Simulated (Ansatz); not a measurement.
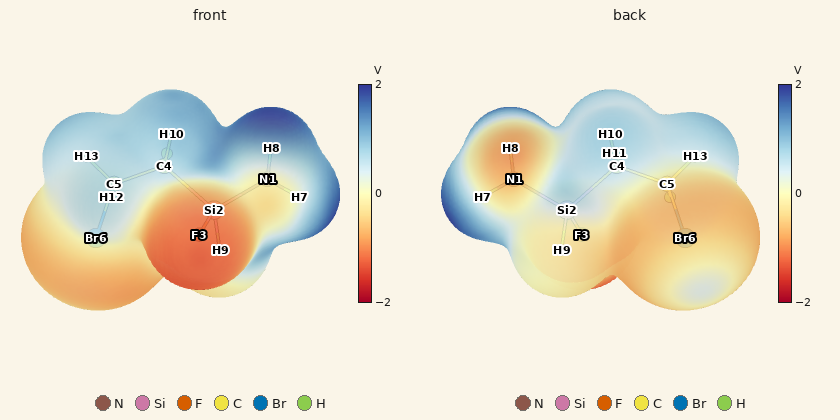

Figure. C2H7BrFNSi. The molecular electrostatic potential painted on the density surface at 0.002 e/bohr³, seen from the front and from behind; red is negative and blue positive.

Level of theory: Ansatz 0.2.0, RKS PBE0-D4/def2-SVP.

Input file:

```
crystal:
  periodic: [false, false, false]
  atoms:
    - { symbol: "N", position_ang: [0.1331, -2.4056, -0.3484] }
    - { symbol: Si, position_ang: [0.3764, -0.8593, 0.366] }
    - { symbol: F, position_ang: [1.9366, -0.6799, 0.3598] }
    - { symbol: C, position_ang: [-0.3097, 0.5517, -0.589] }
    - { symbol: C, position_ang: [-0.0637, 1.9359, -0.1096] }
    - { symbol: Br, position_ang: [-1.1428, 2.4219, 1.467] }
    - { symbol: H, position_ang: [0.8293, -3.0019, -0.0316] }
    - { symbol: H, position_ang: [-0.7582, -2.7128, -0.0215] }
    - { symbol: H, position_ang: [-0.1109, -0.9502, 1.7948] }
    - { symbol: H, position_ang: [-0.0103, 0.4655, -1.5914] }
    - { symbol: H, position_ang: [-1.4793, 0.3957, -0.6217] }
    - { symbol: H, position_ang: [1.0019, 2.0908, 0.2049] }
    - { symbol: H, position_ang: [-0.3821, 2.7136, -0.8643] }
basis:
  gaussian: { orbitals: def2-SVP }
hamiltonian:
  xc: pbe0
  dispersion: d4
relax:
  f_tol: 0.015
  max_steps: 40
output:
  orbitals: {}
```

Launched as:

```sh
ansatz run input.yaml --threads 2 --pin off --max-ram 3072MiB --backend cpu --events-out ev --progress --plain --runs-dir out
```

The fields are those of the run's last geometry, not of the input's.

### Describe the electrostatic potential map.

The most negative region (about −1.3 V) lies over F3, the most positive (about +1.9 V) over H7 and H8. Br6 shows a σ-hole: about +0.4 V at the tip opposite its bond, against about −0.7 V on its flanks.
